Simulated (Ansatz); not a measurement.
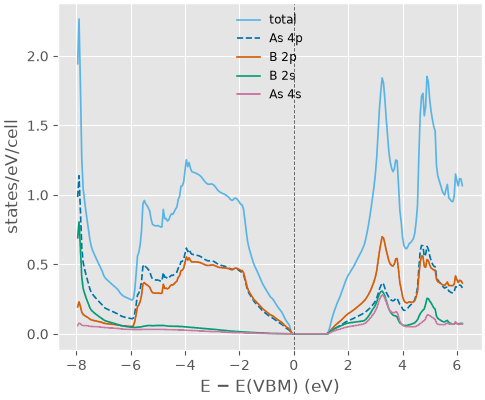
Fig. 1. Total and projected density of states of BAs (zinc blende, space group No. 216), PBE in the plane-wave PAW code Ansatz

### Question
Which orbitals carry the states next to the gap?

### Answer
Top 1 eV of the valence band: B 2p 52 %, As 4p 45 %. Bottom 1 eV of the conduction band: B 2p 34 %, As 4p 22 %, B 2s 19 %, As 4s 12 %, outside the projected shells 12 %. Projections are on Löwdin-orthogonalised atomic valence shells; empty p or d shells of many metals are not among them.

Space group F-43m (zinc blende). The PBE relaxation kept the symmetry of its start. Scalar-relativistic: spin–orbit coupling is off unless named, which matters more the heavier the elements.

Potentials: the earlier of the program's two PAW sets.
